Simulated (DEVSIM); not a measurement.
System: abrupt InP p-n junction, at 250 K.

| layer (left to right) | material | thickness (μm) | Nd (cm⁻³) | Na (cm⁻³) | τn (s) | τp (s) |
|---|---|---|---|---|---|---|
| 1 | InP | 1.30 | - | 1e16 | 7e-10 | 7e-10 |
| 2 | InP | 9.40 | 3.3e14 | - | 7e-10 | 7e-10 |

Left contact: ohmic. Right contact: ohmic. Voltage is applied to the left contact. Recombination: SRH at mid-gap. Mobility is μmin + (μ − μmin)/(1 + (N/Nref)^α).

Constants are typed, rounded textbook-type inputs, not results; the design itself was drawn at random and stands for no fabricated device. Values at 300 K; Nc and Nv go as T^1.5, mobilities as T to minus their exponent, the gap by Varshni's rule with the affinity fixed.

| parameter | InP |
|---|---|
| gap (eV) | 1.344 |
| affinity (eV) | 4.38 |
| permittivity | 12.5 |
| Nc (cm⁻³) | 5.7e17 |
| Nv (cm⁻³) | 1.1e19 |
| μn (cm²/Vs) | 5200 |
| μp (cm²/Vs) | 170 |
| μn,min | 400 |
| μp,min | 10 |
| Nref,n | 3e17 |
| Nref,p | 4.9e17 |
| αn | 0.47 |
| αp | 0.62 |
| T exponent of μn | 2 |
| T exponent of μp | 2 |
| Varshni α (eV/K) | 0.000363 |
| Varshni β (K) | 162 |

Simulated with DEVSIM: 1D drift-diffusion, Boltzmann statistics, complete ionisation; no tunnelling, impact ionisation, image-force lowering or self-heating.

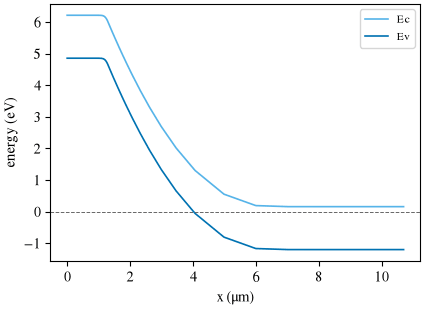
*Band edges at -5.0 V on the left contact*

Energies count from the Fermi level of the right contact; mesh points crowd at the junctions.

| x (μm) | Ec (eV) | Ev (eV) | n (cm⁻³) | p (cm⁻³) | field (V/cm) |
|---|---|---|---|---|---|
| 0.000 | 6.215 | 4.855 | < 1e2 | 1.0e16 | ≈ 0 |
| 0.02769 | 6.215 | 4.855 | < 1e2 | 1.0e16 | ≈ 0 |
| 0.08181 | 6.215 | 4.855 | < 1e2 | 1.0e16 | ≈ 0 |
| 0.2003 | 6.215 | 4.855 | < 1e2 | 1.0e16 | ≈ 0 |
| 0.5764 | 6.215 | 4.855 | < 1e2 | 1.0e16 | ≈ 0 |
| 0.9505 | 6.215 | 4.855 | < 1e2 | 9.9e15 | -31 |
| 1.147 | 6.198 | 4.838 | < 1e2 | 4.6e15 | -3800 |
| 1.258 | 6.086 | 4.726 | < 1e2 | 2.5e13 | -18000 |
| 1.292 | 6.018 | 4.658 | < 1e2 | 1.1e12 | -23000 |
| 1.315 | 5.964 | 4.604 | < 1e2 | 8.9e10 | -24000 |
| 1.357 | 5.865 | 4.505 | < 1e2 | 9.0e8 | -23000 |
| 1.501 | 5.535 | 4.176 | < 1e2 | 1800 | -23000 |
| 1.763 | 4.959 | 3.599 | < 1e2 | 1600 | -21000 |
| 2.330 | 3.824 | 2.465 | < 1e2 | 1500 | -19000 |
| 4.068 | 1.300 | -0.060 | < 1e2 | 870 | -10000 |
| 7.022 | 0.155 | -1.205 | 3.2e14 | < 1e2 | -19 |
| 9.012 | 0.155 | -1.205 | 3.3e14 | < 1e2 | ≈ 0 |
| 9.900 | 0.155 | -1.205 | 3.3e14 | < 1e2 | ≈ 0 |
| 10.43 | 0.155 | -1.205 | 3.3e14 | < 1e2 | ≈ 0 |
| 10.59 | 0.155 | -1.205 | 3.3e14 | < 1e2 | ≈ 0 |
| 10.66 | 0.155 | -1.205 | 3.3e14 | < 1e2 | ≈ 0 |
| 10.70 | 0.155 | -1.205 | 3.3e14 | < 1e2 | ≈ 0 |
